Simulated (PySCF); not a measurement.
```
atom    x (Å)    y (Å)    z (Å)
   O   2.4949  -1.2347  -0.0594
   C   1.9517   0.0040   0.3265
   C   0.5886   0.1201  -0.3254
   C  -0.2221   1.3492   0.1180
  Si  -2.0418   1.0356  -0.2978
   N  -2.0481  -0.7021  -0.1834
  Si  -0.4669  -1.4368  -0.0261
   H   3.3091  -1.3885   0.4283
   H   2.6042   0.8491   0.0243
   H   1.8293   0.0690   1.4277
   H   0.7393   0.1585  -1.4200
   H   0.1631   2.2843  -0.3218
   H  -0.1562   1.4667   1.2150
   H  -2.9763   1.6908   0.6732
   H  -2.4106   1.5460  -1.6601
   H  -2.9014  -1.2480  -0.2180
   H  -0.2278  -2.0126   1.3387
   H  -0.2606  -2.5268  -1.0262
```

Geometry: PBE0-D3(BJ)/def2-SVP.

All numbers below come from PBE0/def2-SVPD, SCF density, gas phase in PySCF.

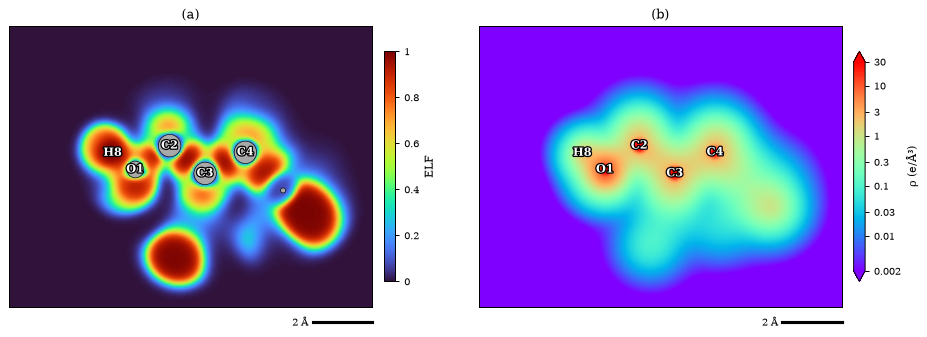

C₃H₁₁NOSi₂. (a) electron localisation function; (b) total electron density on the plane of atoms O1, C2 and C3. Grey discs cover the atomic cores in the ELF map.

Describe what can be read from this map.

Answer. Atoms in the plane: O, C and H. C–O (1.41 Å): ρ at the midpoint is about 2.1 e/Å³, with its minimum of 1.7 e/Å³ about 0.5 Å from C; the ELF peaks at about 0.90 between the atoms, as expected for a shared but strongly polarised pair. C–C (1.52 Å): the density is about 1.7 e/Å³ at the midpoint; the ELF peaks at about 0.95 between the atoms, as expected for a covalent bond. O–H (0.96 Å): the density is about 3.7 e/Å³ at the midpoint; the ELF climbs to about 1 towards the hydrogen, as it does in any bond to H (a covalent bond by its length). The ELF also peaks beside O1, away from the bonds: lone-pair regions.
